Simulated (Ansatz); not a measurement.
## Electronic structure of C$_{2}$H$_{6}$Al (charge +1) in real space

Input file:

```
crystal:
  periodic: [false, false, false]
  atoms:
    - {symbol: C, position_ang: [-0.645548, 0.642755, -1.021030]}
    - {symbol: C, position_ang: [0.438622, 0.197689, -0.280586]}
    - {symbol: Al, position_ang: [0.434474, -1.180646, 1.243279]}
    - {symbol: H, position_ang: [-1.658143, 0.312354, -0.793576]}
    - {symbol: H, position_ang: [-0.526916, 1.302670, -1.879489]}
    - {symbol: H, position_ang: [-0.289035, 1.258802, 0.048991]}
    - {symbol: H, position_ang: [1.388072, 0.622881, -0.618607]}
    - {symbol: H, position_ang: [1.414577, -2.350859, 0.905204]}
    - {symbol: H, position_ang: [-0.556102, -0.805644, 2.395813]}
basis:
  gaussian: {orbitals: def2-TZVPP}
total_charge: 1
hamiltonian: {xc: pbe0, dispersion: d4}
output: {orbitals: {seedname: orbitals}}
```

Launched as:

```sh
ansatz run in.yaml --threads 2 --pin off --events-out ev --progress --plain --max-ram 4352MiB
```

Geometry: PBE0-D4/def2-TZVP.

All numbers below come from RKS PBE0-D4/def2-TZVPP in Ansatz.

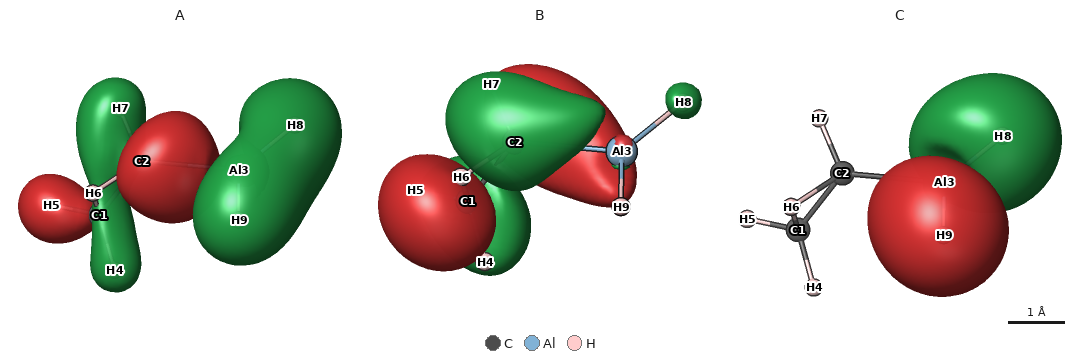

Figure 1. Three frontier orbitals at ±0.1 Å⁻³ᐟ² (green and red are the two phases), in no order.

> Which picture is the HOMO−1, the HOMO and the LUMO?

A is the HOMO−1 (−14.15 eV). By Hirshfeld shares it lies mainly on C2 (about 30 %), Al3 (about 30 %), H8 (about 15 %), H9 (about 15 %) and C1 (about 5 %). C is the HOMO (−13.55 eV). It lies mainly on Al3 (about 40 %), H8 (about 30 %) and H9 (about 30 %). B is the LUMO (−7.85 eV). Its weight (Hirshfeld) is mainly on C2 (about 35 %), C1 (about 30 %), Al3 (about 15 %) and H6 (about 5 %); π-antibonding (π*) across C2–C1.

> What is the HOMO–LUMO gap?

5.70 eV between the orbital energies.

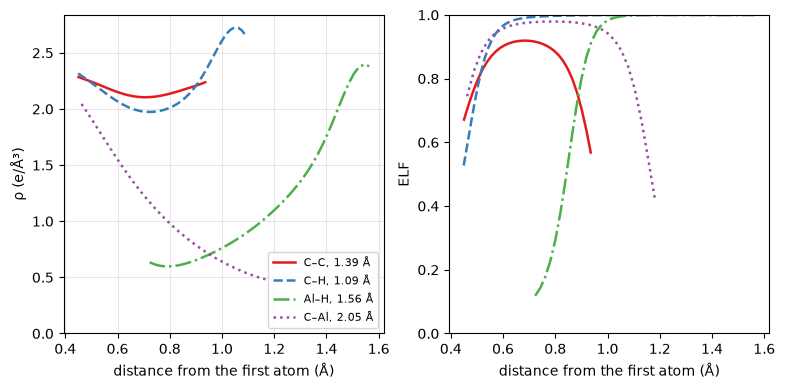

Figure 2. Electron density and electron localisation function along straight lines between neighbouring atoms. The curves leave out the atomic cores.

> Compare the contacts.

C–C (1.39 Å): ρ is about 2.1 e/Å³ halfway; the ELF peaks at about 0.90 between the atoms: a covalent bond.
C–H (1.09 Å): ρ is about 2.2 e/Å³ halfway; the ELF climbs to about 1 towards the hydrogen, as it does in any bond to H; an ordinary covalent bond to hydrogen.
Al–H (1.56 Å): the density is about 0.6 e/Å³ at the midpoint; the ELF climbs to about 1 towards the hydrogen.
C–Al (2.05 Å): ρ is about 0.61 e/Å³ halfway; the ELF peaks at about 1 between the atoms; a polar covalent bond.

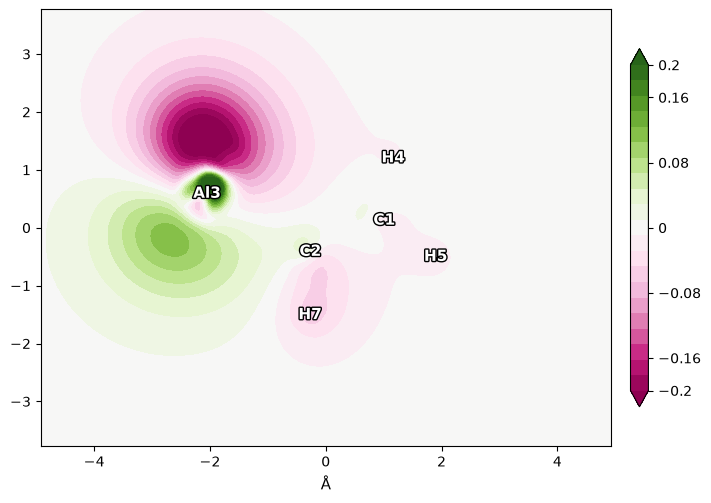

Figure 3. One frontier orbital on the plane of atoms C2, C1 and H5 (values in Å⁻³ᐟ²; the overall sign is arbitrary).

> Which orbital is it: HOMO or LUMO?

The HOMO, at −13.55 eV. By Hirshfeld shares it lies mainly on Al3 (about 40 %), H8 (about 30 %) and H9 (about 30 %).
